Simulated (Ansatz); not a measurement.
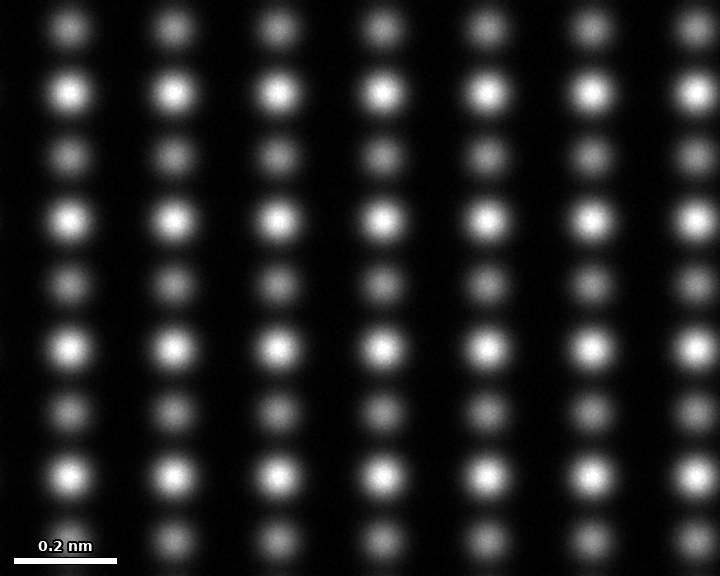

HAADF-like image of Co3O (Pm-3m, No. 221). Simulation: incoherent imaging, intensity Z^1.7 per atom, probe width 0.61 Å, thin sample. The probe carries 15 % of its weight in a tail 2.5 times as wide. Shot noise was added. Structure: the geometry relaxed with Ansatz, DFT PBE, scalar-relativistic, plane waves, PAW; the starting structure was generated, so it need not be a known form of this composition.

```cif
data_structure
_symmetry_space_group_name_H-M 'Pm-3m'
_symmetry_Int_Tables_number 221
_cell_length_a 3.5191
_cell_length_b 3.5191
_cell_length_c 3.5191
_cell_angle_alpha 90.000
_cell_angle_beta 90.000
_cell_angle_gamma 90.000
_cell_volume 43.58
loop_
_atom_site_label
_atom_site_type_symbol
_atom_site_symmetry_multiplicity
_atom_site_Wyckoff_symbol
_atom_site_fract_x
_atom_site_fract_y
_atom_site_fract_z
_atom_site_occupancy
Co1 Co 3 c 0.00000 0.50000 0.50000 1
O1 O 1 a 0.00000 0.00000 0.00000 1
```

Which beam direction gives this image, [210], [211], [111] or [110]? (Directions equivalent by symmetry count as one.)

Answer. [211]. The projected cells are 1.57 × 3.52 Å, 90° for [210]; 2.03 × 2.49 Å, 90° for [211]; 2.87 × 2.87 Å, 120° for [111]; 2.49 × 3.52 Å, 90° for [110], and the image repeats as the [211] one does.
